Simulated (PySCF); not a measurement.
# C₂H₇FOSi: NMR shifts at several levels of theory, part 2 of 2

PySCF 2.14.0. Atoms count from 0. The steps go on from the part before.

### Step 8. NMR shieldings: PBE0/cc-pVTZ

The job: settings as JSON, then the geometry in Å.

```
{"job": {"kind": "nmr", "xc": "PBE0", "basis": "cc-pVTZ", "pop": true}, "charge": 0, "multiplicity": 1}
O     -1.093796     1.374608    -0.573225
C     -1.293601     0.023111    -0.265977
C     -0.145218    -0.552491     0.528022
F     -0.169055     0.024016     1.802531
Si     1.571374    -0.170997    -0.230857
H     -0.989466     1.841541     0.264057
H     -2.233860    -0.138697     0.299689
H     -1.385052    -0.521926    -1.219180
H     -0.283454    -1.642526     0.650287
H      2.598911    -0.982203     0.486790
H      1.558566    -0.556648    -1.674046
H      1.903044     1.272390    -0.076961
```

Level: GIAO PBE0/cc-pVTZ NMR shielding, non-relativistic, gas phase.

Standard output:

```text
coarse grid: 10312 points
cycle   1  E = -544.5845662980  dE =  3.281e-01  |g| = 7.195e-01  |ddm| = 6.230e+00
cycle   2  E = -544.4738519395  dE =  1.107e-01  |g| = 1.098e+00  |ddm| = 2.056e+00
cycle   3  E = -544.6708791781  dE = -1.970e-01  |g| = 6.446e-02  |ddm| = 1.274e+00
cycle   4  E = -544.6715434479  dE = -6.643e-04  |g| = 2.818e-02  |ddm| = 1.257e-01
cycle   5  E = -544.6717246297  dE = -1.812e-04  |g| = 8.133e-03  |ddm| = 5.367e-02
cycle   6  E = -544.6717375944  dE = -1.296e-05  |g| = 2.090e-03  |ddm| = 1.325e-02
cycle   7  E = -544.6717381902  dE = -5.958e-07  |g| = 6.465e-04  |ddm| = 2.870e-03
final grid: 94760 points
cycle   8  E = -544.6699157067  dE = -6.071e-05  |g| = 8.996e-03  |ddm| = 8.802e-02
cycle   9  E = -544.6698989379  dE =  1.677e-05  |g| = 1.324e-02  |ddm| = 2.671e-02
cycle  10  E = -544.6699305589  dE = -3.162e-05  |g| = 8.632e-04  |ddm| = 1.528e-02
cycle  11  E = -544.6699306697  dE = -1.108e-07  |g| = 3.315e-04  |ddm| = 1.646e-03
cycle  12  E = -544.6699306910  dE = -2.137e-08  |g| = 4.601e-05  |ddm| = 5.097e-04
cycle  13  E = -544.6699306913  dE = -2.647e-10  |g| = 2.577e-05  |ddm| = 8.170e-05
converged SCF energy = -544.6699306913

GIAO shielding tensors (ppm)
atom      isotropic    diamagn.    paramagn.     s11        s22        s33       span
  0 O      302.645     387.520     -84.875    284.044    305.532    318.359     34.314
  1 C      119.477     240.238    -120.762    101.048    113.149    144.233     43.185
  2 C       95.321     239.210    -143.889     60.456     79.515    145.991     85.536
  3 F      422.290     471.733     -49.443    368.351    442.925    455.593     87.242
  4 Si     424.965     886.180    -461.215    400.912    413.261    460.722     59.810
  5 H       30.236      32.277      -2.041     21.729     28.219     40.760     19.031
  6 H       27.029      29.351      -2.322     22.138     26.530     32.420     10.282
  7 H       27.769      29.472      -1.703     24.602     26.748     31.956      7.354
  8 H       26.453      29.626      -3.173     24.474     26.265     28.620      4.146
  9 H       27.361      28.692      -1.332     24.542     25.389     32.151      7.610
 10 H       27.417      29.159      -1.742     24.214     25.656     32.381      8.167
 11 H       27.174      29.396      -2.221     24.045     26.500     30.979      6.934
```

Run time: 36 s. Hardware: 1 thread of Arm Neoverse V1, shared host; peak memory 0.94 GiB.

In short: δ C2 92.0, C1 67.8, O0 32.2, F3 -239.7, H8 4.84, H6 4.26 ppm.

### Step 9. Nuclear shieldings: PBE0/aug-cc-pVDZ

Same as in step 8 but for these lines:

```diff
@@ -1,2 +1,2 @@
-{"job": {"kind": "nmr", "xc": "PBE0", "basis": "cc-pVTZ", "pop": true}, "charge": 0, "multiplicity": 1}
+{"job": {"kind": "nmr", "xc": "PBE0", "basis": "aug-cc-pVDZ", "pop": true}, "charge": 0, "multiplicity": 1}
 O     -1.093796     1.374608    -0.573225
```

Level: GIAO PBE0/aug-cc-pVDZ NMR shielding, non-relativistic, gas phase.

Standard output:

```text
coarse grid: 10312 points
cycle   1  E = -544.5111398663  dE =  3.567e-01  |g| = 6.574e-01  |ddm| = 7.080e+00
cycle   2  E = -544.4032827859  dE =  1.079e-01  |g| = 1.020e+00  |ddm| = 1.980e+00
cycle   3  E = -544.5901130480  dE = -1.868e-01  |g| = 5.570e-02  |ddm| = 1.138e+00
cycle   4  E = -544.5906766752  dE = -5.636e-04  |g| = 2.057e-02  |ddm| = 1.358e-01
cycle   5  E = -544.5907776534  dE = -1.010e-04  |g| = 6.712e-03  |ddm| = 5.928e-02
cycle   6  E = -544.5907882209  dE = -1.057e-05  |g| = 1.022e-03  |ddm| = 1.356e-02
cycle   7  E = -544.5907884335  dE = -2.126e-07  |g| = 4.017e-04  |ddm| = 2.582e-03
final grid: 94760 points
cycle   8  E = -544.5983664386  dE = -2.498e-05  |g| = 8.037e-03  |ddm| = 1.177e-01
cycle   9  E = -544.5983516637  dE =  1.477e-05  |g| = 1.197e-02  |ddm| = 3.210e-02
cycle  10  E = -544.5983800225  dE = -2.836e-05  |g| = 8.003e-04  |ddm| = 1.712e-02
cycle  11  E = -544.5983801489  dE = -1.264e-07  |g| = 2.082e-04  |ddm| = 1.651e-03
cycle  12  E = -544.5983801578  dE = -8.919e-09  |g| = 3.307e-05  |ddm| = 3.981e-04
cycle  13  E = -544.5983801580  dE = -2.049e-10  |g| = 1.627e-05  |ddm| = 8.557e-05
converged SCF energy = -544.5983801580

GIAO shielding tensors (ppm)
atom      isotropic    diamagn.    paramagn.     s11        s22        s33       span
  0 O      307.424     379.338     -71.913    289.481    310.205    322.587     33.106
  1 C      130.013     212.109     -82.096    111.425    123.280    155.334     43.908
  2 C      106.737     215.260    -108.522     71.872     91.896    156.444     84.572
  3 F      424.239     474.796     -50.558    370.396    442.166    460.154     89.758
  4 Si     483.482     893.631    -410.149    462.598    470.765    517.084     54.486
  5 H       30.351      32.324      -1.973     22.049     28.477     40.527     18.478
  6 H       27.042      27.680      -0.638     22.190     26.570     32.366     10.176
  7 H       27.787      29.950      -2.164     24.611     26.776     31.973      7.362
  8 H       26.393      31.583      -5.190     24.400     26.240     28.538      4.138
  9 H       27.391      27.507      -0.116     24.468     25.376     32.330      7.862
 10 H       27.435      28.409      -0.975     24.140     25.608     32.557      8.416
 11 H       27.145      28.278      -1.133     23.920     26.418     31.098      7.178
```

Wall time 20 s (1 thread of Arm Neoverse V1, shared host); peak memory 0.87 GiB.

In short: δ C2 88.4, C1 65.1, O0 28.5, F3 -230.1, H8 5.00, H6 4.35 ppm.

### Step 10. Shielding tensors: PBE0/IGLO-III

Same as in step 9 but for these lines:

```diff
@@ -1,2 +1,2 @@
-{"job": {"kind": "nmr", "xc": "PBE0", "basis": "aug-cc-pVDZ", "pop": true}, "charge": 0, "multiplicity": 1}
+{"job": {"kind": "nmr", "xc": "PBE0", "basis": "IGLO-III", "pop": true}, "charge": 0, "multiplicity": 1}
 O     -1.093796     1.374608    -0.573225
```

Method: GIAO PBE0/IGLO-III NMR shielding, non-relativistic, gas phase.

Standard output:

```text
coarse grid: 10312 points
cycle   1  E = -544.5907417074  dE =  3.143e-01  |g| = 7.287e-01  |ddm| = 2.197e+00
cycle   2  E = -544.4679949280  dE =  1.227e-01  |g| = 1.130e+00  |ddm| = 1.119e+00
cycle   3  E = -544.6777200857  dE = -2.097e-01  |g| = 6.880e-02  |ddm| = 7.745e-01
cycle   4  E = -544.6784375779  dE = -7.175e-04  |g| = 2.530e-02  |ddm| = 4.615e-02
cycle   5  E = -544.6785729768  dE = -1.354e-04  |g| = 8.520e-03  |ddm| = 2.155e-02
cycle   6  E = -544.6785886192  dE = -1.564e-05  |g| = 1.698e-03  |ddm| = 6.705e-03
cycle   7  E = -544.6785890278  dE = -4.086e-07  |g| = 6.877e-04  |ddm| = 1.115e-03
final grid: 94760 points
cycle   8  E = -544.6863548236  dE = -8.882e-05  |g| = 8.358e-03  |ddm| = 5.436e-02
cycle   9  E = -544.6863413145  dE =  1.351e-05  |g| = 1.195e-02  |ddm| = 9.373e-03
cycle  10  E = -544.6863673762  dE = -2.606e-05  |g| = 9.909e-04  |ddm| = 5.325e-03
cycle  11  E = -544.6863675051  dE = -1.289e-07  |g| = 4.202e-04  |ddm| = 8.608e-04
cycle  12  E = -544.6863675398  dE = -3.468e-08  |g| = 5.437e-05  |ddm| = 3.048e-04
cycle  13  E = -544.6863675402  dE = -4.194e-10  |g| = 2.232e-05  |ddm| = 4.460e-05
converged SCF energy = -544.6863675402

GIAO shielding tensors (ppm)
atom      isotropic    diamagn.    paramagn.     s11        s22        s33       span
  0 O      298.290     383.549     -85.259    277.505    301.481    315.885     38.380
  1 C      114.239     246.697    -132.458     94.870    107.342    140.506     45.635
  2 C       89.071     245.569    -156.497     52.889     73.132    141.194     88.304
  3 F      420.849     465.158     -44.309    363.598    440.478    458.470     94.872
  4 Si     418.145     888.841    -470.696    395.651    407.912    450.871     55.220
  5 H       30.270      30.093       0.177     21.806     28.343     40.660     18.855
  6 H       27.079      28.316      -1.237     22.195     26.644     32.398     10.203
  7 H       27.838      29.364      -1.526     24.642     26.921     31.951      7.309
  8 H       26.530      28.986      -2.455     24.509     26.427     28.655      4.146
  9 H       27.304      29.020      -1.715     24.512     25.363     32.038      7.526
 10 H       27.354      29.481      -2.127     24.175     25.648     32.238      8.063
 11 H       27.098      29.469      -2.371     24.001     26.449     30.845      6.844
```

It took 36 s on 1 thread of Arm Neoverse V1, shared host; peak memory 0.95 GiB.

Key values: δ C2 94.7, C1 69.5, O0 28.9, F3 -246.2, H8 4.84, H6 4.29 ppm.

### Step 11. Shielding tensors: PBE0/pcSseg-0

Same as in step 10 but for these lines:

```diff
@@ -1,2 +1,2 @@
-{"job": {"kind": "nmr", "xc": "PBE0", "basis": "IGLO-III", "pop": true}, "charge": 0, "multiplicity": 1}
+{"job": {"kind": "nmr", "xc": "PBE0", "basis": "pcSseg-0", "pop": true}, "charge": 0, "multiplicity": 1}
 O     -1.093796     1.374608    -0.573225
```

With the program's defaults for keys left out, this is: GIAO PBE0/pcSseg-0 NMR shielding, non-relativistic, gas phase.

Standard output:

```text
coarse grid: 10312 points
cycle   1  E = -543.5409528981  dE =  3.278e-01  |g| = 6.470e-01  |ddm| = 3.234e+00
cycle   2  E = -543.4667735383  dE =  7.418e-02  |g| = 9.413e-01  |ddm| = 1.709e+00
cycle   3  E = -543.6184756154  dE = -1.517e-01  |g| = 3.682e-02  |ddm| = 1.068e+00
cycle   4  E = -543.6187034788  dE = -2.279e-04  |g| = 2.256e-02  |ddm| = 7.213e-02
cycle   5  E = -543.6188331384  dE = -1.297e-04  |g| = 3.279e-03  |ddm| = 2.840e-02
cycle   6  E = -543.6188351848  dE = -2.046e-06  |g| = 1.388e-03  |ddm| = 5.167e-03
final grid: 94760 points
cycle   7  E = -543.6034830335  dE = -1.968e-05  |g| = 4.031e-03  |ddm| = 1.952e-02
cycle   8  E = -543.6034806955  dE =  2.338e-06  |g| = 5.368e-03  |ddm| = 1.012e-02
cycle   9  E = -543.6034869517  dE = -6.256e-06  |g| = 5.137e-04  |ddm| = 5.427e-03
cycle  10  E = -543.6034869928  dE = -4.116e-08  |g| = 9.604e-05  |ddm| = 5.552e-04
cycle  11  E = -543.6034869949  dE = -2.048e-09  |g| = 2.175e-05  |ddm| = 1.735e-04
cycle  12  E = -543.6034869950  dE = -1.181e-10  |g| = 6.024e-06  |ddm| = 3.961e-05
converged SCF energy = -543.6034869950

GIAO shielding tensors (ppm)
atom      isotropic    diamagn.    paramagn.     s11        s22        s33       span
  0 O      311.102     392.577     -81.475    283.593    316.216    333.497     49.904
  1 C      123.900     243.560    -119.660    106.333    119.112    146.257     39.924
  2 C      101.479     253.365    -151.886     64.944     85.780    153.713     88.770
  3 F      450.628     471.357     -20.730    384.738    464.534    502.612    117.874
  4 Si     452.516     878.762    -426.246    420.842    423.584    513.123     92.281
  5 H       32.501      31.286       1.215     24.274     30.648     42.581     18.307
  6 H       28.301      28.921      -0.619     23.446     27.459     34.000     10.554
  7 H       29.143      28.671       0.472     25.471     27.798     34.160      8.690
  8 H       28.172      31.288      -3.117     25.891     27.426     31.198      5.307
  9 H       28.724      28.237       0.487     25.198     26.935     34.039      8.841
 10 H       28.747      27.893       0.854     24.951     27.054     34.235      9.284
 11 H       28.514      27.937       0.576     24.798     27.768     32.975      8.177
```

Run time: 5.1 s. Hardware: 1 thread of Arm Neoverse V1, shared host; peak memory 0.41 GiB.

In short: δ C2 92.0, C1 69.6, O0 26.8, F3 -272.3, H8 4.66, H6 4.53 ppm.

### Step 12. Side by side: NMR shifts

Shifts (ppm) of some atoms, chosen among heavy atoms and hydrogens apart, with basis size and wall time:

| run | C2 | C1 | H8 | H5 | O0 | F3 | Si4 | functions | time |
| --- | --- | --- | --- | --- | --- | --- | --- | --- | --- |
| PBE0/6-31G* | 85.6 | 63.0 | 4.61 | 0.79 | 19.4 | -231.7 | -38.6 | 88 | 7.4 s |
| PBE0/6-311+G(2d,p) | 91.0 | 66.9 | 4.85 | 0.84 | 27.8 | -246.3 | -70.7 | 185 | 20 s |
| PBE0/def2-SVP | 86.5 | 62.7 | 4.44 | 0.58 | 28.6 | -222.4 | -70.7 | 109 | 9.2 s |
| PBE0/def2-TZVP | 92.8 | 68.5 | 4.82 | 0.84 | 32.0 | -243.0 | -72.4 | 203 | 25 s |
| PBE0/cc-pVDZ | 89.2 | 64.3 | 4.63 | 0.41 | 32.4 | -228.3 | -62.6 | 109 | 9.2 s |
| PBE0/cc-pVTZ | 92.0 | 67.8 | 4.84 | 1.05 | 32.2 | -239.7 | -65.0 | 252 | 36 s |
| PBE0/aug-cc-pVDZ | 88.4 | 65.1 | 5.00 | 1.04 | 28.5 | -230.1 | -66.8 | 182 | 20 s |
| PBE0/IGLO-III | 94.7 | 69.5 | 4.84 | 1.10 | 28.9 | -246.2 | -72.8 | 254 | 36 s |
| PBE0/pcSseg-0 | 92.0 | 69.6 | 4.66 | 0.33 | 26.8 | -272.3 | -104.0 | 63 | 5.1 s |

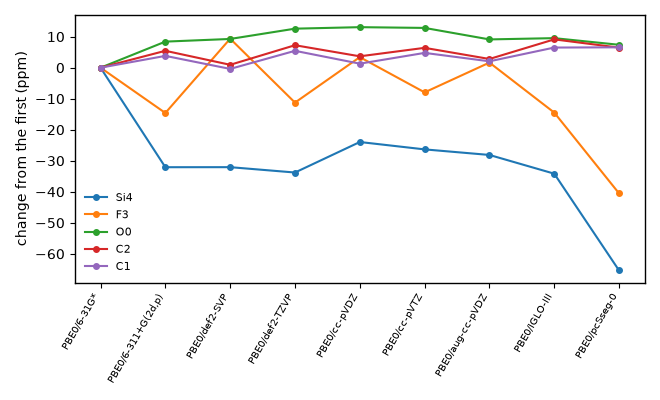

How five of the tabulated atoms move from run to run.

### Step 13. Results

This closing draws on all 2 parts.

| quantity | value |
| --- | --- |
| point group | C1 |
| rotational constants (main isotopes) | 4.81, 3.04, 2.30 GHz |
| ¹³C shifts against TMS (PBE0/6-31G*) | 85.6, 63.0 ppm |
| ¹H shifts against TMS (PBE0/6-31G*, means over atoms taken as alike) | 4.61, 4.16, 4.15, 3.45, 0.79 ppm |
| ¹⁷O shifts against H2O (PBE0/6-31G*) | 19.4 ppm |
| ¹⁹F shifts against CFCl3 (PBE0/6-31G*) | -231.7 ppm |
| ²⁹Si shifts against TMS (PBE0/6-31G*) | -38.6 ppm |
| range of the shift of Si4 | -104.0 to -38.6 ppm |

In words: Single values in the summary come from the first sound run of each kind (PBE0/6-31G*), which need not be the best level. The start of the PBE0/def2-SVP relaxation was shaken at random by about 0.01 Å, so part of the energy gained, and of the first lengths quoted, undoes that. Over 7 steps the energy fell by 0.159 eV; of the close pairs, Si4–H10 changed most, 1.438 to 1.494 Å. No frequency check was run at this level, so the end point may be a saddle. Across the 9 runs the shift of Si4 moves most, between -104.0 (PBE0/pcSseg-0) and -38.6 ppm (PBE0/6-31G*). Most of that comes from the computed reference, not from the atom's own shielding.
